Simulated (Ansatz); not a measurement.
```yaml
crystal:
  lattice:
    - [7.63931, 0.00000, 0.00000]
    - [0.00000, 7.63931, 0.00000]
    - [0.00000, 0.00000, 8.69404]
  atoms:
    - { symbol: K, position: [0.50000, 0.00000, 0.00000] }
    - { symbol: K, position: [0.00000, 0.50000, 0.50000] }
    - { symbol: K, position: [0.00000, 0.50000, 0.00000] }
    - { symbol: K, position: [0.50000, 0.00000, 0.50000] }
    - { symbol: K, position: [0.00000, 0.00000, 0.50000] }
    - { symbol: K, position: [0.50000, 0.50000, 0.00000] }
    - { symbol: Lu, position: [0.00000, 0.00000, 0.00000] }
    - { symbol: Lu, position: [0.50000, 0.50000, 0.50000] }
    - { symbol: N, position: [0.00000, 0.00000, 0.78154] }
    - { symbol: N, position: [0.50000, 0.50000, 0.28154] }
    - { symbol: N, position: [0.00000, 0.00000, 0.21846] }
    - { symbol: N, position: [0.50000, 0.50000, 0.71846] }
```

Space group I4/mmm; a structure generated by program, which may or may not match a known phase.

Theory: DFT PBE, scalar-relativistic, plane waves, PAW (Ansatz).

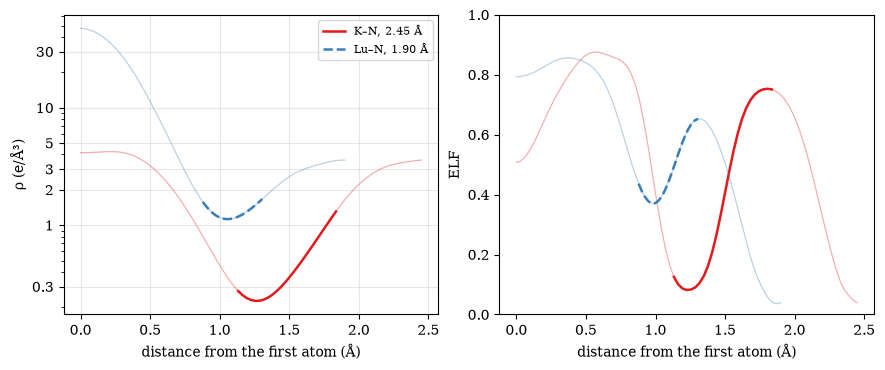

K$_{3}$LuN$_{2}$. Valence pseudo-density and ELF along straight lines between neighbouring atoms. Thin, pale parts lie inside the atomic spheres.

Core electrons are frozen (PAW), and the valence fields are smoothed inside the atomic spheres.

> Compare the contacts.

K–N (2.45 Å): the density is about 0.23 e/Å³ at the midpoint; the ELF peaks at about 0.75 in the valence shell of N, 0.6 Å from its nucleus, and drops to about 0.10 between the two atoms (no localised pair shows between them).
Lu–N (1.90 Å): ρ at the midpoint is about 1.3 e/Å³, with its minimum of 1.1 e/Å³ about 1.0 Å from Lu; the ELF peaks at about 0.65 in the valence shell of N, 0.6 Å from its nucleus, and drops to about 0.35 between the two atoms.
